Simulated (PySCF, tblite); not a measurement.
# C2H12ClNSi4: geometry, infrared bands and NMR shifts

Aim: predict the infrared bands and NMR shifts of C2H12ClNSi4 (`C=C[SiH2][Si@H](Cl)N([SiH3])[SiH3]`).

Programs: tblite 0.8.0 and PySCF 2.14.0, with density-fitted response routines of our own. Each step states its level of theory. These are calculated values for one molecule in the gas phase, unless marked as measured. Atoms count from 0, in the outputs and in this text.

## Step 1: The molecule as given

20 atoms, charge 0, multiplicity 1; geometry from: force field or distance geometry start.

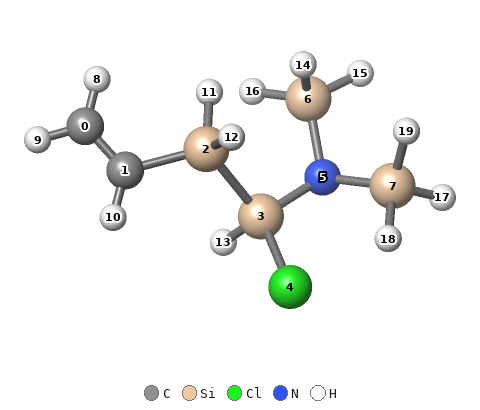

The starting geometry (carbon grey, silicon light orange, chlorine green, nitrogen blue, hydrogen white), atoms numbered.

## Step 2: Geometry optimisation with GFN2-xTB

What the job is given:

```
{"job": {"kind": "relax", "xc": "GFN2-xTB", "basis": "xTB"}, "charge": 0, "multiplicity": 1}
C     -3.825100     0.224300    -0.058400
C     -2.888400    -0.691700    -0.228700
Si    -1.183300    -0.276500     0.376400
Si     0.388600    -0.982400    -1.042800
Cl     0.934800    -2.956000    -0.647500
N      1.766500     0.107600    -0.890200
Si     1.324200     1.727300    -0.305000
Si     3.098600    -0.539700     0.139400
H     -3.655100     1.187900     0.396100
H     -4.826900    -0.044300    -0.409000
H     -3.067000    -1.662400    -0.675000
H     -1.096600     1.191600     0.376400
H     -0.952900    -0.746200     1.760800
H     -0.132800    -0.922600    -2.410000
H      0.862100     1.726100     1.110500
H      2.531400     2.575200    -0.376800
H      0.273600     2.294800    -1.187200
H      4.391200    -0.299400    -0.506500
H      2.950700    -1.991500     0.276100
H      3.101100     0.088700     1.479000
```

Run with:

```bash
> OMP_NUM_THREADS=1 python probes_run.py task.json out
```

The driver reads the jobs from task.json and runs them one after another.

Output:

```text
step      E/eV     max force
  0    -675.45071    1.499
  1    -675.56421    1.168
  2    -675.70767    0.780
  3    -675.77941    0.827
  4    -675.86179    0.837
  5    -675.91992    0.549
  6    -675.98085    0.872
  7    -676.05158    0.888
  8    -676.10301    0.545
  9    -676.13796    0.439
 10    -676.17038    0.442
 11    -676.20388    0.707
 12    -676.24007    0.728
 13    -676.27220    0.476
 14    -676.29109    0.298
 15    -676.30232    0.258
 16    -676.31405    0.335
 17    -676.33012    0.417
 18    -676.35043    0.406
 19    -676.36908    0.285
 20    -676.38323    0.304
 21    -676.39539    0.376
 22    -676.40499    0.320
 23    -676.41147    0.229
 24    -676.41676    0.151
 25    -676.42153    0.201
 26    -676.42612    0.243
 27    -676.43003    0.176
 28    -676.43256    0.119
 29    -676.43461    0.138
 30    -676.43715    0.161
 31    -676.44011    0.182
 32    -676.44292    0.134
 33    -676.44501    0.114
 34    -676.44656    0.096
 35    -676.44829    0.133
 36    -676.45061    0.161
 37    -676.45286    0.132
 38    -676.45424    0.082
 39    -676.45496    0.056
 40    -676.45558    0.097
 41    -676.45642    0.119
 42    -676.45766    0.109
 43    -676.45934    0.110
 44    -676.46126    0.106
 45    -676.46309    0.091
 46    -676.46461    0.094
 47    -676.46583    0.080
 48    -676.46697    0.073
 49    -676.46815    0.074
 50    -676.46936    0.075
 51    -676.47051    0.081
 52    -676.47150    0.071
 53    -676.47235    0.072
 54    -676.47316    0.069
 55    -676.47397    0.082
 56    -676.47471    0.071
 57    -676.47534    0.061
 58    -676.47597    0.055
 59    -676.47660    0.065
 60    -676.47714    0.059
 61    -676.47753    0.042
 62    -676.47784    0.042
 63    -676.47814    0.042
 64    -676.47847    0.055
 65    -676.47880    0.052
 66    -676.47911    0.045
 67    -676.47942    0.045
 68    -676.47977    0.050
 69    -676.48013    0.054
 70    -676.48049    0.046
 71    -676.48084    0.047
 72    -676.48118    0.039
 73    -676.48148    0.027
 74    -676.48170    0.032
 75    -676.48187    0.029
 76    -676.48204    0.029
 77    -676.48226    0.034
 78    -676.48249    0.032
 79    -676.48265    0.022
 80    -676.48276    0.022
 81    -676.48289    0.029
 82    -676.48308    0.035
 83    -676.48331    0.039
 84    -676.48351    0.031
 85    -676.48363    0.029
 86    -676.48375    0.024
 87    -676.48391    0.032
 88    -676.48413    0.040
 89    -676.48435    0.033
 90    -676.48452    0.038
 91    -676.48470    0.038
 92    -676.48498    0.046
 93    -676.48542    0.055
 94    -676.48595    0.053
 95    -676.48639    0.042
 96    -676.48672    0.041
 97    -676.48711    0.048
 98    -676.48774    0.079
 99    -676.48855    0.084
100    -676.48921    0.052
101    -676.48953    0.041
102    -676.48967    0.040
103    -676.48987    0.040
104    -676.49042    0.050
105    -676.49146    0.080
106    -676.49285    0.081
107    -676.49358    0.068
108    -676.49389    0.047
109    -676.49415    0.037
110    -676.49442    0.043
111    -676.49481    0.061
112    -676.49532    0.069
113    -676.49591    0.040
114    -676.49613    0.043
115    -676.49636    0.038
116    -676.49667    0.032
117    -676.49693    0.036
118    -676.49713    0.034
119    -676.49727    0.025
120    -676.49736    0.032
121    -676.49746    0.031
122    -676.49757    0.025
123    -676.49772    0.026
124    -676.49782    0.025
125    -676.49791    0.028
126    -676.49800    0.028
127    -676.49810    0.021
128    -676.49822    0.024
129    -676.49835    0.022
130    -676.49845    0.031
131    -676.49852    0.029
132    -676.49857    0.020
133    -676.49862    0.016
134    -676.49869    0.018
135    -676.49875    0.024
136    -676.49881    0.022
137    -676.49886    0.017
138    -676.49891    0.020
139    -676.49896    0.019
140    -676.49903    0.020
141    -676.49910    0.019
142    -676.49918    0.025
143    -676.49929    0.039
144    -676.49941    0.048
145    -676.49961    0.049
146    -676.49987    0.041
147    -676.50019    0.042
148    -676.50031    0.046
149    -676.50062    0.043
150    -676.50081    0.037
151    -676.50113    0.038
152    -676.50142    0.047
153    -676.50197    0.063
154    -676.50278    0.083
155    -676.50352    0.078
156    -676.50401    0.094
157    -676.50493    0.062
158    -676.50549    0.051
159    -676.50589    0.037
160    -676.50620    0.050
161    -676.50664    0.042
162    -676.50735    0.063
163    -676.50846    0.083
164    -676.50913    0.064
165    -676.50941    0.071
166    -676.50995    0.056
167    -676.51021    0.046
168    -676.51052    0.031
169    -676.51077    0.033
170    -676.51107    0.026
171    -676.51134    0.026
172    -676.51155    0.030
173    -676.51172    0.034
174    -676.51196    0.031
175    -676.51229    0.030
176    -676.51257    0.047
177    -676.51279    0.037
178    -676.51301    0.036
179    -676.51321    0.040
180    -676.51338    0.034
181    -676.51359    0.033
182    -676.51376    0.036
183    -676.51395    0.034
184    -676.51425    0.028
185    -676.51458    0.037
186    -676.51501    0.065
187    -676.51538    0.070
188    -676.51589    0.058
189    -676.51621    0.034
190    -676.51640    0.028
191    -676.51652    0.019
192    -676.51657    0.017
193    -676.51662    0.014
194    -676.51667    0.014
195    -676.51672    0.018
196    -676.51677    0.019
197    -676.51681    0.014
198    -676.51684    0.012
199    -676.51687    0.010
```

Run time: 2.4 s. Hardware: 1 thread of Arm Neoverse V2, shared host.

The steps of the relaxation: (not every step is listed)

```csv
step,energy from step 0 (eV),largest force (eV/Å)
0,0.0000,1.4994
1,-0.1135,1.1681
2,-0.2570,0.7804
3,-0.3287,0.8275
4,-0.4111,0.8372
5,-0.4692,0.5486
6,-0.5301,0.8717
7,-0.6009,0.8885
8,-0.6523,0.5454
26,-0.9754,0.2432
44,-1.0106,0.1063
62,-1.0271,0.0422
80,-1.0321,0.0225
98,-1.0370,0.0786
116,-1.0460,0.0324
134,-1.0480,0.0180
152,-1.0507,0.0472
170,-1.0604,0.0259
188,-1.0652,0.0583
194,-1.0660,0.0136
195,-1.0660,0.0177
196,-1.0661,0.0191
197,-1.0661,0.0136
198,-1.0661,0.0119
199,-1.0662,0.0096
```

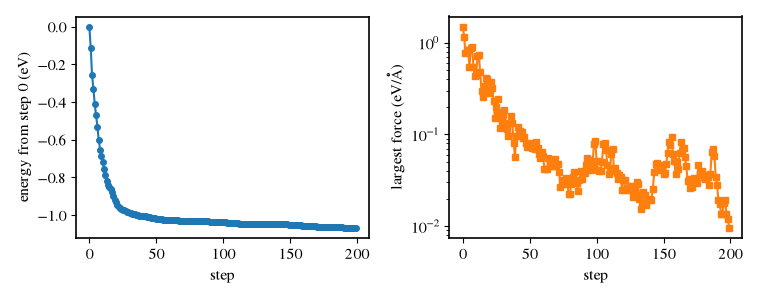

Energy and largest force along the relaxation.

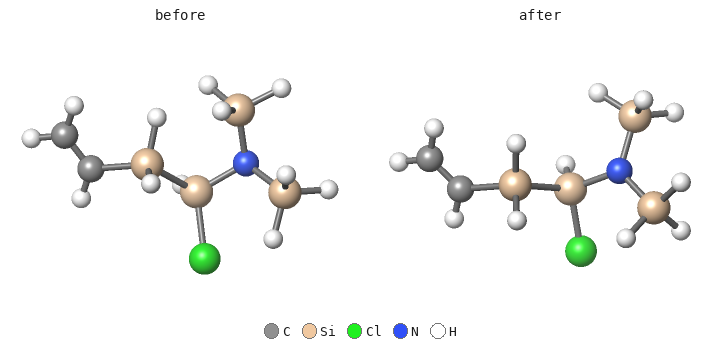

The geometry before (left) and after (right).

Distances of close pairs at the start and the end, largest changes first:

```
   bond  before (Å)  after (Å)  change (Å)
Si2–Si3       2.232      2.314      +0.082
Si3–Cl4       2.086      2.027      -0.059
 N5–Si7       1.804      1.748      -0.056
 N5–Si6       1.778      1.742      -0.036
 C1–Si2       1.856      1.885      +0.028
Si6–H14       1.489      1.462      -0.027
Si6–H16       1.485      1.462      -0.022
Si7–H19       1.480      1.459      -0.020
```

The final coordinates are the input of the step that follows.

## Step 3: Infrared spectrum with GFN2-xTB

What the job is given:

```
{"job": {"kind": "ir", "xc": "GFN2-xTB", "basis": "xTB"}, "charge": 0, "multiplicity": 1}
C     -4.093644    -0.140157    -0.164190
C     -3.029814    -0.928788    -0.154737
Si    -1.368850    -0.511943     0.632522
Si     0.279213    -0.502280    -0.992381
Cl     0.852954    -2.380298    -1.494075
N      1.701265     0.299510    -0.373495
Si     1.932279     2.009996    -0.610582
Si     2.925485    -0.611815     0.478240
H     -4.082263     0.826815     0.311780
H     -5.022666    -0.415492    -0.640792
H     -3.107015    -1.890726    -0.650039
H     -1.496469     0.788270     1.309821
H     -1.132386    -1.514014     1.689876
H     -0.010842     0.119698    -2.289393
H      2.151933     2.627504     0.696613
H      3.078150     2.233692    -1.493908
H      0.698133     2.519401    -1.206871
H      3.819351    -1.249902    -0.487515
H      2.239345    -1.603526     1.305775
H      3.660693     0.334731     1.310922
```

Output:

```text
mode    cm-1     km/mol
  1       4.4      0.12
  2       7.7      0.08
  3      35.8      0.67
  4      44.2      0.43
  5      66.8      1.04
  6      85.0      0.71
  7     100.4      1.67
  8     116.7      5.53
  9     133.0      1.50
 10     203.0      1.43
 11     220.3      8.83
 12     235.0      2.39
 13     276.6      3.24
 14     392.3     11.51
 15     419.1     36.03
 16     479.8      7.44
 17     509.0      3.01
 18     519.9     31.13
 19     557.5      0.20
 20     572.1     14.58
 21     578.8     22.24
 22     584.2      2.59
 23     595.0     82.55
 24     624.1    709.66
 25     672.2    189.34
 26     692.5     28.79
 27     721.7    108.99
 28     767.2     68.25
 29     774.7     91.87
 30     776.8     82.34
 31     785.1    175.68
 32     791.5    341.39
 33     800.0    645.49
 34     828.3    349.86
 35     917.3     20.48
 36     960.8    403.50
 37     973.4    554.43
 38    1003.3     13.32
 39    1027.1     11.92
 40    1272.6      0.25
 41    1418.6      2.19
 42    1662.3     10.66
 43    2148.8    157.35
 44    2179.7    290.59
 45    2184.7    218.99
 46    2239.1    169.61
 47    2252.1    242.43
 48    2258.9    505.14
 49    2263.3    215.79
 50    2265.4    359.35
 51    2292.0    449.10
 52    3017.4     32.78
 53    3071.8     41.76
 54    3103.1     35.23
```

Run time: 1.3 s. Hardware: 1 thread of Arm Neoverse V2, shared host.

The strongest bands and the atoms that carry them (share of the mass-weighted mode):

```
cm⁻¹  km/mol                                   atoms
 624   709.7                      H13 58 %, H12 11 %
 800   645.5  H16 19 %, H18 18 %, H19 16 %, H14 14 %
 828   349.9  H16 20 %, H14 15 %, H19 14 %, H18 13 %
 961   403.5                       N5 77 %, Si7 10 %
 973   554.4                       N5 77 %, Si6 11 %
2259   505.1                      H18 44 %, H17 37 %
2265   359.4            H17 47 %, H18 36 %, H14 12 %
2292   449.1                                H19 86 %
```

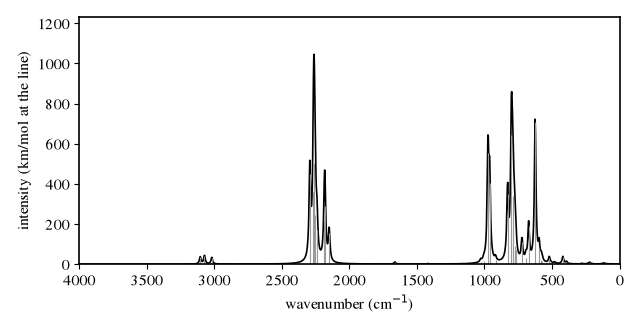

The infrared spectrum from these modes, unscaled. Lines are broadened to a width of 14 cm⁻¹ (Lorentzian).

## Step 4: Nuclear shieldings: PBE0/pcSseg-1

Same as in step 3 but for these lines:

```diff
@@ -1,2 +1,2 @@
-{"job": {"kind": "ir", "xc": "GFN2-xTB", "basis": "xTB"}, "charge": 0, "multiplicity": 1}
+{"job": {"kind": "nmr", "xc": "PBE0", "basis": "pcSseg-1"}, "charge": 0, "multiplicity": 1}
 C     -4.093644    -0.140157    -0.164190
```

With the program's defaults for keys left out, this is: GIAO PBE0/pcSseg-1 NMR shielding, non-relativistic, gas phase.

Output:

```text
coarse grid: 18800 points
cycle   1  E = -1755.4288313401  dE =  5.128e-01  |g| = 5.687e-01  |ddm| = 4.112e+00
cycle   2  E = -1755.3624859399  dE =  6.635e-02  |g| = 7.827e-01  |ddm| = 1.192e+00
cycle   3  E = -1755.5005439585  dE = -1.381e-01  |g| = 1.067e-01  |ddm| = 7.875e-01
cycle   4  E = -1755.5029555245  dE = -2.412e-03  |g| = 3.561e-02  |ddm| = 1.524e-01
cycle   5  E = -1755.5032773315  dE = -3.218e-04  |g| = 7.142e-03  |ddm| = 4.483e-02
cycle   6  E = -1755.5032882863  dE = -1.095e-05  |g| = 2.420e-03  |ddm| = 9.266e-03
cycle   7  E = -1755.5032894509  dE = -1.165e-06  |g| = 1.040e-03  |ddm| = 2.448e-03
final grid: 157328 points
cycle   8  E = -1755.5444635132  dE = -2.515e-05  |g| = 7.010e-03  |ddm| = 2.193e-02
cycle   9  E = -1755.5444551291  dE =  8.384e-06  |g| = 9.029e-03  |ddm| = 1.329e-02
cycle  10  E = -1755.5444740007  dE = -1.887e-05  |g| = 1.423e-03  |ddm| = 8.213e-03
cycle  11  E = -1755.5444744225  dE = -4.219e-07  |g| = 3.570e-04  |ddm| = 1.600e-03
cycle  12  E = -1755.5444744552  dE = -3.266e-08  |g| = 5.158e-05  |ddm| = 3.747e-04
cycle  13  E = -1755.5444744557  dE = -4.893e-10  |g| = 2.570e-05  |ddm| = 7.184e-05
converged SCF energy = -1755.5444744557

GIAO shielding tensors (ppm)
atom      isotropic    diamagn.    paramagn.     s11        s22        s33       span
  0 C       42.178     251.775    -209.597    -84.059     50.126    160.468    244.527
  1 C       50.397     262.936    -212.539    -66.740     38.608    179.323    246.063
  2 Si     421.387     883.548    -462.161    373.003    428.110    463.047     90.044
  3 Si     344.872     880.929    -536.057    322.208    345.285    367.122     44.913
  4 Cl     924.506    1150.677    -226.171    803.744    953.747   1016.028    212.284
  5 N      266.287     334.720     -68.433    241.883    270.576    286.402     44.519
  6 Si     402.700     880.788    -478.089    357.712    386.385    464.001    106.289
  7 Si     402.750     880.457    -477.707    365.238    385.814    457.198     91.961
  8 H       25.457      31.666      -6.209     21.576     24.787     30.008      8.432
  9 H       25.272      26.564      -1.292     21.825     24.604     29.388      7.562
 10 H       25.440      30.476      -5.036     23.050     24.295     28.976      5.926
 11 H       27.634      32.976      -5.342     24.252     27.220     31.431      7.179
 12 H       27.133      31.054      -3.921     24.020     26.330     31.048      7.028
 13 H       25.793      31.440      -5.647     22.533     24.647     30.199      7.666
 14 H       27.063      30.389      -3.326     23.498     25.124     32.568      9.070
 15 H       26.990      28.775      -1.785     22.968     24.735     33.266     10.298
 16 H       27.064      30.793      -3.729     23.321     26.410     31.462      8.142
 17 H       26.934      28.991      -2.057     22.881     25.129     32.791      9.910
 18 H       26.891      30.397      -3.507     23.131     26.161     31.380      8.248
 19 H       27.153      29.367      -2.215     23.617     25.657     32.185      8.568
```

Run time: 72 s. Hardware: 1 thread of Arm Neoverse V2, shared host; peak memory 1.1 GiB.

Shifts follow as δ = σ(reference) − σ, with reference shieldings (ppm) from runs at the same level and on the same kind of geometry: 1H TMS 31.72, 13C TMS 186.9, 29Si TMS 349.2, 15N NH3 267.7, 35Cl HCl 950. The references are single molecules in the gas phase, so shifts against H2O, NH3, PH3, H3PO4 or CFCl3 are not on the usual liquid scales and can be off by tens of ppm. Atoms listed in one row are averaged.

```csv
atoms,environment,σ (ppm),δ (ppm),δ scaled to CDCl3
C0,terminal =CH2 carbon,42.2,144.7,139.4
C1,alkene CH,50.4,136.5,131.3
H9,hydrogen on a terminal =CH2 carbon,25.27,6.44,6.18
H10,hydrogen on an alkene CH,25.44,6.28,6.02
H8,hydrogen on a terminal =CH2 carbon,25.46,6.26,6.01
H13,"hydrogen on a silicon bonded to Cl, N, Si",25.79,5.92,–
"H14, H15, H16, H17, H18, H19",hydrogen on a silicon bonded to N,27.02,4.70,–
H12,"hydrogen on a silicon bonded to C, Si",27.13,4.58,–
H11,"hydrogen on a silicon bonded to C, Si",27.63,4.08,–
Si3,"silicon bonded to Cl, N, Si, H",344.9,4.3,–
"Si6, Si7","silicon bonded to N, 3 H",402.7,-53.6,–
Si2,"silicon bonded to C, Si, 2 H",421.4,-72.2,–
Cl4,chlorine bonded to Si,925,25,–
N5,nitrogen bonded to 3 Si,266.3,1.4,–
```

The scaled column applies a straight-line fit of computed shieldings to shifts measured in CDCl3, with any fitted terms for Cl, Br or S neighbours (root-mean-square error 0.16 ppm for H, 1.9 ppm for C).

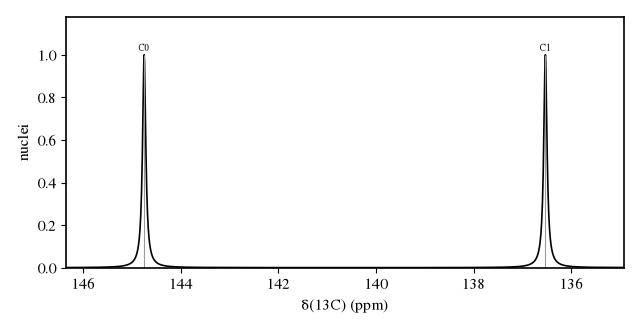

13C lines at the computed shifts, without couplings. Lines are broadened to a width of 0.08 ppm (Lorentzian).

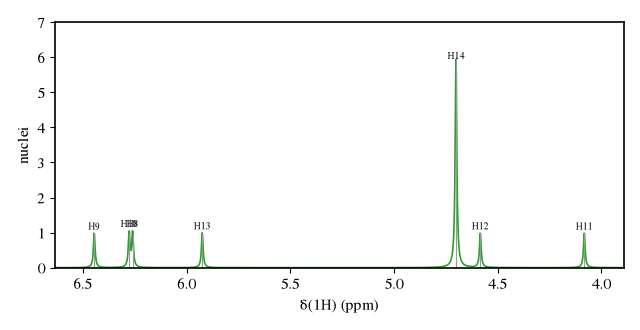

1H lines at the computed shifts, without couplings. Lines are broadened to a width of 0.01 ppm (Lorentzian).

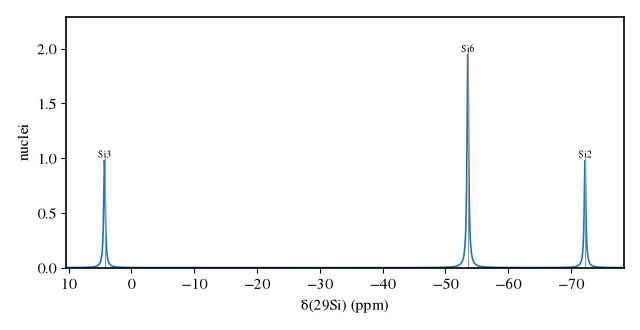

29Si lines at the computed shifts, without couplings. Lines are broadened to a width of 0.31 ppm (Lorentzian).

The run also stored atomic charges by several schemes (e):

```
   atoms  Mulliken    IAO  Hirshfeld  ESP fit
      C0     -0.15  -0.28      -0.08    -0.36
      C1     -0.48  -0.41      -0.14    -0.22
     Si2      0.42   0.43       0.24     0.26
     Si3      0.63   0.78       0.30     0.22
     Cl4     -0.31  -0.31      -0.10    -0.16
      N5     -1.09  -1.05      -0.35    -0.42
Si6, Si7      0.65   0.74       0.34     0.46
```

Mulliken charges:

C0 -0.15; C1 -0.48; Si2 0.42; Si3 0.63; Cl4 -0.31; N5 -1.09; Si6 0.64; Si7 0.65; H8 0.12; H9 0.12; H10 0.14; H11 -0.06; H12 -0.04; H13 -0.04; H14 -0.08; H15 -0.09; H16 -0.10; H17 -0.07; H18 -0.09; H19 -0.10

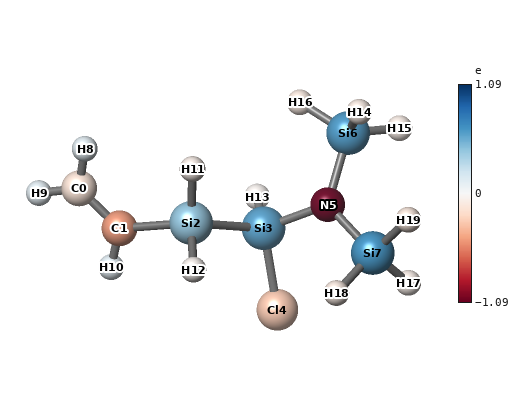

Mulliken charges, as colours on the atoms.

Mayer bond orders: C0–C1 2.00, C1–Si2 0.88, Si2–Si3 0.88, Si3–Cl4 0.95, Si3–N5 0.86, N5–Si6 0.89, N5–Si7 0.86.

Orbitals, density, ELF and potential are computed afterwards from the orbital file.

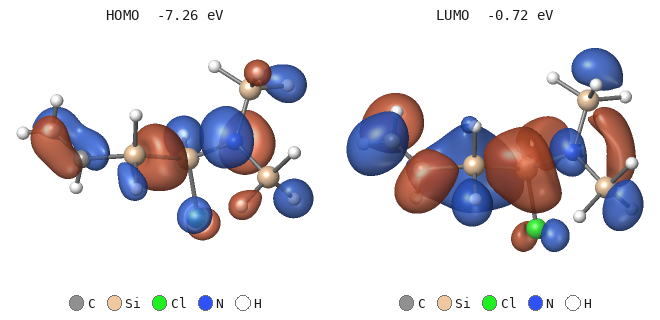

Frontier orbitals at PBE0/pcSseg-1; each surface holds 70 % of the orbital's density, blue and red mark the sign.

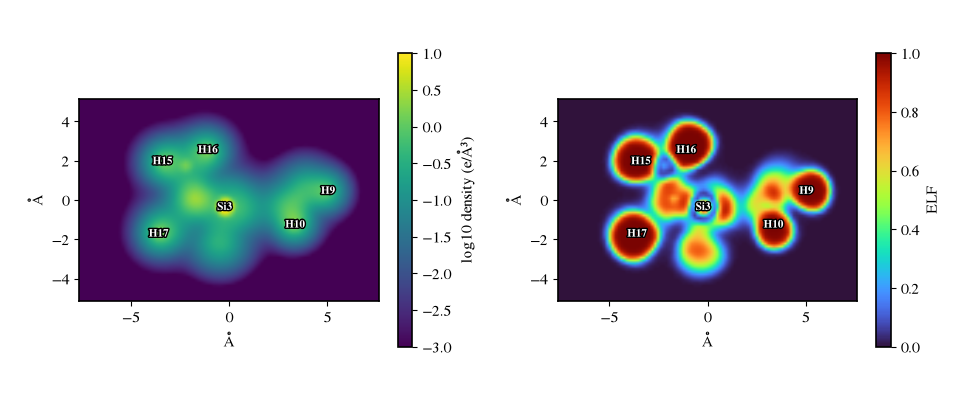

Density (left) and ELF (right) in a plane through or near 6 of the atoms.

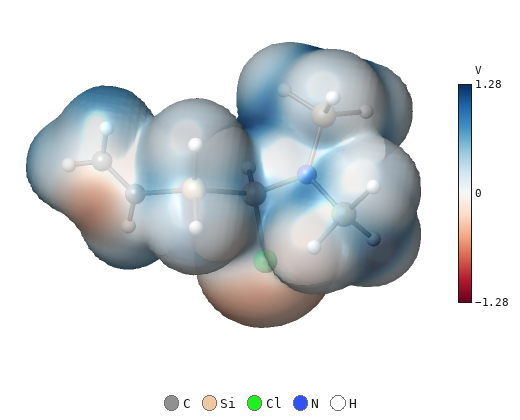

The potential that a unit positive charge feels on the 0.002 e/bohr³ surface, from -0.49 V near Cl4 to 1.28 V near H16.

## Step 5: Summary of results

| quantity | value |
| --- | --- |
| strongest single infrared mode (GFN2-xTB) | 624 cm⁻¹, 710 km/mol |
| zero-point energy (GFN2-xTB) | 76.5 kcal/mol |
| 13C shifts against TMS (PBE0/pcSseg-1) | 144.7, 136.5 ppm |
| 1H shifts against TMS (PBE0/pcSseg-1, means over atoms taken as alike) | 6.44, 6.28, 6.26, 5.92, 4.70, 4.58, 4.08 ppm |
| 29Si shifts against TMS (PBE0/pcSseg-1, means over atoms taken as alike) | 4.3, -53.6, -72.2 ppm |
| 35Cl shifts against HCl (PBE0/pcSseg-1) | 25 ppm |
| 15N shifts against NH3 (PBE0/pcSseg-1) | 1.4 ppm |
| surface potential, least and greatest | -0.49 V and 1.28 V |

**Reading.** Relaxing lowered the energy by 1.066 eV in 199 steps; the close pair that moved most is Si2–Si3, from 2.232 to 2.314 Å. All 54 modes are real, so the xTB geometry is a minimum. The strongest single mode, at 624 cm⁻¹, moves mainly H13. GFN2-xTB is a fitted tight-binding method: band positions and strengths are rough. Its intensities can rank the bands wrongly. C0 (terminal =CH2 carbon) lies farthest downfield among carbon, at 144.7 ppm; the olefinic region. At PBE0/pcSseg-1, counted by nearest atom on the grid, the HOMO lies on N5 38 %; Si2, Si3 about 9 % each, the LUMO on C0, C1 about 13 % each; Si3 13 %.
